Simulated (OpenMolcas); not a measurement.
# One shape, several levels: doublet C2H6Si+

Wanted: a comparison of 6 runs (UHF/3-21G, UB3LYP/6-31G*, UB3LYP/6-311+G**, UBHLYP/6-311+G**, UPBE/6-311+G**, UTPSS/6-311+G**) of doublet C2H6Si+. 

The calculation is run with OpenMolcas 26.06.

## Step 1: The molecule

C2H6Si+: 9 atoms, total charge +1, spin state doublet. As SMILES of the parent species, `C=C[SiH3]`. The shape is that of a PBE0-D4/def2-TZVP optimisation. That shape belongs to the parent species and isn't relaxed for this state.

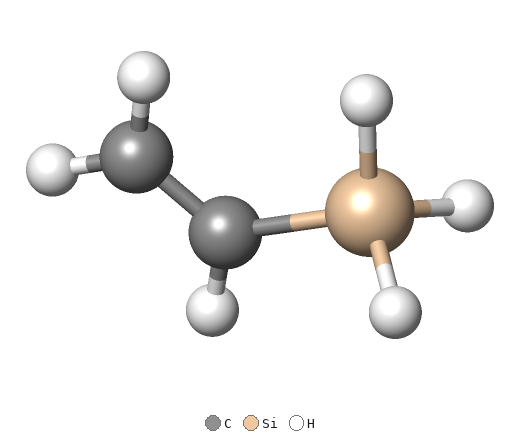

Viewed from a chosen angle; carbon grey, silicon light orange, hydrogen white.

## Step 2: The energy at UHF/3-21G (run 1)

calc.input reads:

```
* C2H6Si Hartree-Fock

&gateway
 baslib = $CurrDir
 basisset
 C.3-21G....
 C1 -0.713700 0.870200 -1.048300 angstrom
 C2 -0.071300 0.712500 0.105600 angstrom
 End of Basis
 basisset
 Si.3-21G....
 Si3 0.560600 -0.932000 0.700100 angstrom
 End of Basis
 basisset
 H.3-21G....
 H4 -0.905700 0.033000 -1.713900 angstrom
 H5 -1.076700 1.838600 -1.381500 angstrom
 H6 0.089400 1.592000 0.727600 angstrom
 H7 2.035800 -0.893900 0.893800 angstrom
 H8 0.223400 -1.972400 -0.307300 angstrom
 H9 -0.053200 -1.294300 2.006700 angstrom
 End of Basis

&seward

&scf
 uhf
 charge = 1
 spin = 2
 thresholds = 1e-10 1e-07 1e-07 1e-05
 prorbitals = 0
```

The basis set 3-21G is read from a file made from the Basis Set Exchange's data (not shown).

Command:

```sh
$ export MOLCAS_MEM=1860
$ pymolcas calc.input > calc.log
```

The log of the run:

```text
--- Start Module: gateway ---
[...]
--- Stop Module: gateway /rc=_RC_ALL_IS_WELL_ ---
--- Start Module: seward ---
[...]
      Basis functions           43
--- Stop Module: seward /rc=_RC_ALL_IS_WELL_ ---
--- Start Module: scf ---
[...]
       Convergence after  22 Iterations
[...]
::    Total SCF energy                               -365.8190680422
[...]
      Total spin, S                                     0.5023767282
[...]
      Total electronic charge=   31.000000
      Total            charge=    1.000000
[...]
      Dipole Moment (debye):
      Origin of the operator (angstrom)=    0.1134   -0.1342    0.1465
                   X= -1.8140E+00               Y=  3.4644E+00               Z= -2.1644E+00           Total=  4.4696E+00
      Center of Charge (angstrom)
[...]
--- Stop Module: scf /rc=_RC_ALL_IS_WELL_ ---
[...]
```

Run time: 2 s. Hardware: 1 thread of Arm Neoverse V2, shared host; peak memory 0.38 GiB.

## Step 3: The energy at UB3LYP/6-31G(d) (spherical functions) (run 2)

run.inp reads:

```
&GATEWAY
BASLIB=$CurrDir
COORD
9
angstrom
C       -0.713700       0.870200      -1.048300
C       -0.071300       0.712500       0.105600
Si       0.560600      -0.932000       0.700100
H       -0.905700       0.033000      -1.713900
H       -1.076700       1.838600      -1.381500
H        0.089400       1.592000       0.727600
H        2.035800      -0.893900       0.893800
H        0.223400      -1.972400      -0.307300
H       -0.053200      -1.294300       2.006700
BASIS=6-31Gs
GROUP=NoSym
&SEWARD
GRIDINPUT
Grid=UltraFine
End of Grid
&SCF
UHF
CHARGE=1
SPIN=2
KSDFT=B3LYP
THRESHOLDS=1e-10 1e-07 1e-07 1e-05
PRORBITALS=1
```

The basis set 6-31G* is read from a file made from the Basis Set Exchange's data (not shown).

Command:

```sh
$ export MOLCAS_MEM=1860
$ pymolcas run.inp > run.log
```

The log of the run:

```text
--- Start Module: gateway ---
[...]
--- Stop Module: gateway /rc=_RC_ALL_IS_WELL_ ---
--- Start Module: seward ---
[...]
      Basis functions           58
--- Stop Module: seward /rc=_RC_ALL_IS_WELL_ ---
--- Start Module: scf ---
[...]
       Convergence after  20 Iterations
[...]
::    Total KS-DFT energy                            -368.9125543870
[...]
      Total spin, S                                     0.5020953413
[...]
      Total electronic charge=   31.000000
      Total            charge=    1.000000
[...]
      Dipole Moment (debye):
      Origin of the operator (angstrom)=    0.1134   -0.1342    0.1465
                   X= -1.0406E+00               Y=  2.1665E+00               Z= -1.1798E+00           Total=  2.6774E+00
      Center of Charge (angstrom)
[...]
--- Stop Module: scf /rc=_RC_ALL_IS_WELL_ ---
[...]
```

Wall time 35 s (1 thread of Arm Neoverse V2, shared host); peak memory 0.39 GiB.

## Step 4: A single-point energy at UB3LYP/6-311+G(d,p) (run 3)

job.inp reads:

```
>>> EXPORT MOLCAS_PRINT=2

&gateway
 baslib=$CurrDir
 coord
 9
 angstrom
 C       -0.713700       0.870200      -1.048300
 C       -0.071300       0.712500       0.105600
 Si       0.560600      -0.932000       0.700100
 H       -0.905700       0.033000      -1.713900
 H       -1.076700       1.838600      -1.381500
 H        0.089400       1.592000       0.727600
 H        2.035800      -0.893900       0.893800
 H        0.223400      -1.972400      -0.307300
 H       -0.053200      -1.294300       2.006700
 basis=6-311pGss
 group=NoSym

&seward
 gridinput
 Grid=UltraFine
 End of Grid

&scf
 uhf
 charge=1
 spin=2
 ksdft=B3LYP
 thresholds=1e-10 1e-07 1e-07 1e-05
 prorbitals=1 1
```

The basis set 6-311+G** is read from a file made from the Basis Set Exchange's data (not shown).

Command:

```sh
$ export MOLCAS_MEM=1860
$ pymolcas job.inp > job.log
```

The log of the run:

```text
--- Start Module: gateway ---
[...]
--- Stop Module: gateway /rc=_RC_ALL_IS_WELL_ ---
--- Start Module: seward ---
[...]
      Basis functions          110
--- Stop Module: seward /rc=_RC_ALL_IS_WELL_ ---
[...]
--- Start Module: scf ---
[...]
       Convergence after  21 Iterations
[...]
::    Total KS-DFT energy                            -368.9629827590
[...]
      Total spin, S                                     0.5023268020
[...]
      Total electronic charge=   31.000000
      Total            charge=    1.000000
[...]
      Dipole Moment (debye):
      Origin of the operator (angstrom)=    0.1134   -0.1342    0.1465
                   X= -9.5828E-01               Y=  1.9813E+00               Z= -1.0919E+00           Total=  2.4568E+00
      Center of Charge (angstrom)
[...]
--- Stop Module: scf /rc=_RC_ALL_IS_WELL_ ---
[...]
```

It took 96 s on 1 thread of Arm Neoverse V2, shared host; peak memory 0.65 GiB.

Runs 4 to 5 aren't shown in full; the table further down has their settings and results.

## Step 5: The energy at UTPSS/6-311+G(d,p) (run 6)

geom.xyz reads:

```xyz
9

C     -0.713700     0.870200    -1.048300
C     -0.071300     0.712500     0.105600
Si     0.560600    -0.932000     0.700100
H     -0.905700     0.033000    -1.713900
H     -1.076700     1.838600    -1.381500
H      0.089400     1.592000     0.727600
H      2.035800    -0.893900     0.893800
H      0.223400    -1.972400    -0.307300
H     -0.053200    -1.294300     2.006700
```

run.inp reads:

```
&GATEWAY
  BasLib=$CurrDir
  Coord=geom.xyz
  Basis=6-311pGss
  Group=NoSym

&SEWARD
  GridInput
  Grid=UltraFine
  End of Grid

&SCF
  UHF
  Charge=1
  Spin=2
  KSDFT=2
  1.0 MGGA_X_TPSS
  1.0 MGGA_C_TPSS
  Thresholds=1e-10 1e-07 1e-07 1e-05
  PrOrbitals=0
```

The basis set 6-311+G** is read from a file made from the Basis Set Exchange's data (not shown).

Command:

```sh
$ export MOLCAS_MEM=1860
$ pymolcas run.inp > run.log
```

The log of the run:

```text
--- Start Module: gateway ---
[...]
--- Stop Module: gateway /rc=_RC_ALL_IS_WELL_ ---
--- Start Module: seward ---
[...]
      Basis functions          110
--- Stop Module: seward /rc=_RC_ALL_IS_WELL_ ---
[...]
--- Start Module: scf ---
[...]
       Convergence after  22 Iterations
[...]
::    Total KS-DFT energy                            -368.9841529886
[...]
      Total spin, S                                     0.5020696366
[...]
      Total electronic charge=   31.000000
      Total            charge=    1.000000
[...]
      Dipole Moment (debye):
      Origin of the operator (angstrom)=    0.1134   -0.1342    0.1465
                   X= -8.2382E-01               Y=  1.7602E+00               Z= -9.1884E-01           Total=  2.1497E+00
      Center of Charge (angstrom)
[...]
--- Stop Module: scf /rc=_RC_ALL_IS_WELL_ ---
[...]
```

Run time: 2.6 min. Hardware: 1 thread of Arm Neoverse V2, shared host; peak memory 0.65 GiB.

## Step 6: The series

```csv
run,level,integration grid,energy (Eh),HOMO energy (eV),LUMO energy (eV),⟨S²⟩,wall time
1,UHF/3-21G,–,-365.819068,-17.82,-7.85,0.755,2 s
2,UB3LYP/6-31G* (spherical functions),UltraFine,-368.912554,-14.78,-12.51,0.754,35 s
3,UB3LYP/6-311+G**,UltraFine,-368.962983,-14.79,-12.57,0.755,96 s
4,UBHLYP/6-311+G**,UltraFine,-368.886014,-16.05,-11.19,0.754,96 s
5,UPBE/6-311+G**,UltraFine,-368.666660,-13.81,-13.15,0.753,85 s
6,UTPSS/6-311+G**,UltraFine,-368.984153,-14.00,-13.06,0.754,2.6 min
```

## Step 7: Results

```
                                 quantity          value
                      run 6: total energy  -368.98415 Eh
run 6: HOMO energy (highest over α and β)      -14.00 eV
 run 6: LUMO energy (lowest over α and β)      -13.06 eV
                              run 6: ⟨S²⟩          0.754
```

Totals of different functionals can't be ranked against each other. All runs together took 7.8 min, the longest 2.6 min.
